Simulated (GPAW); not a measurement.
# Surface energy and work function of Ir(110) from slabs of 4 to 14 layers (PBE)

How do energy and work function of Ir(110) films settle with thickness, and what surface energy follows?

How it was computed: GPAW 26.7.0, plane waves at 450 eV with PAW setups; symmetric 1×1 slabs cut at the tabulated lattice constant (two decimals; low-temperature values for the alkali metals), atoms at bulk places, 7.5 Å of vacuum on each side, one in-plane mesh for all thicknesses, Fermi-Dirac smearing of 0.1 eV. Energies are extrapolated to zero smearing and count from the program's reference atoms. Functional PBE. The cell's area is 10.427 Å².

Results, with one row withheld:

| layers | energy (eV) | work function (eV) |
| --- | --- | --- |
| 4 | −33.3728 | 4.96 |
| 5 | −42.8596 | 5.00 |
| 6 | −52.3090 | 5.07 |
| 7 | −61.6645 | 5.03 |
| 8 | −71.0370 | 5.01 |
| 9 | −80.3902 | 5.09 |
| 10 | −89.7619 | 5.03 |
| 11 | −99.1101 | 5.04 |
| 12 | −108.4812 | 5.06 |
| 14 | ? | ? |

**Question.** What surface energy do these runs give, and what energy and work function should the 14-layer slab have?

Worked answer. A slab of n layers has E(n) = nε + 2Aγ once its middle is bulk-like. A line through n = 6 to 12 has the slope ε = −9.3619 eV a layer and the intercept 2Aγ = 3.8635 eV (r.m.s. residual 4.9 meV). So γ = 3.8635 / (2 × 10.427 Å²) = 0.1853 eV/Å² = 2.97 J/m², with a standard error of about 0.01 J/m² from the scatter about the line. For 14 layers: 3.8635 + 14 × (−9.3619) = −127.203 eV; the run gives −127.230 eV, 26.9 meV under the line. The work function has no such law: from 6 to 12 layers it moves between 5.01 and 5.09 eV (mean 5.05), and the 14-layer slab gives 5.03 eV. The thinnest slab, 4 layers, lies −0.09 eV from that mean. The values go up and down with thickness, as expected where levels confined across the film cross the Fermi level one by one. The measured value for this face is 5.42 eV (“Anisotropic work function of elemental crystals” (2019, arxiv:1902.07811)), for a face that reconstructs.

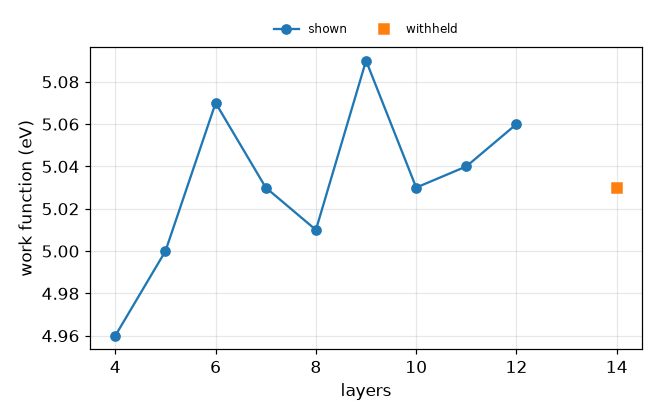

Work function against thickness.

**Limits.** The surfaces are unrelaxed, so γ is an upper bound for this functional and lattice constant. The tabulated lattice constant isn't the functional's own, which strains the slab a little. Spin-orbit coupling is left out.
